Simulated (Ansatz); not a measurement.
# Pressure series in Cu

The reference is Cu (space group P6_3/mmc, No. 194; a = 2.5150 Å, c = 8.2627 Å; a cell from a computed database, its experimental status unchecked).

Cell and atoms are relaxed at each pressure.

Calculations: PBEsol in Ansatz (plane waves to 420 eV, PAW, without spin-orbit coupling).

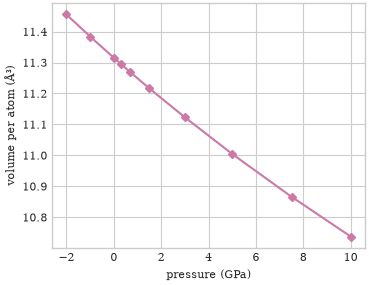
Figure. Volume per atom against pressure

### Question
From the plot, what is the volume per atom for pressure 0.7 GPa?

### Answer
About 11.27 Å³.

### Question
Is the trend monotonic over the range shown?

### Answer
Yes, it falls throughout, spanning 10.74 Å³ to 11.46 Å³.

Load acts through the strain it causes; cell and atoms are relaxed under it. Whether these cells are dynamically stable was not tested. No other phases were tried under pressure. All final runs are without spin polarisation. This is not the structure that Cu has at room temperature and ambient pressure.

Ansatz is an electronic-structure program.
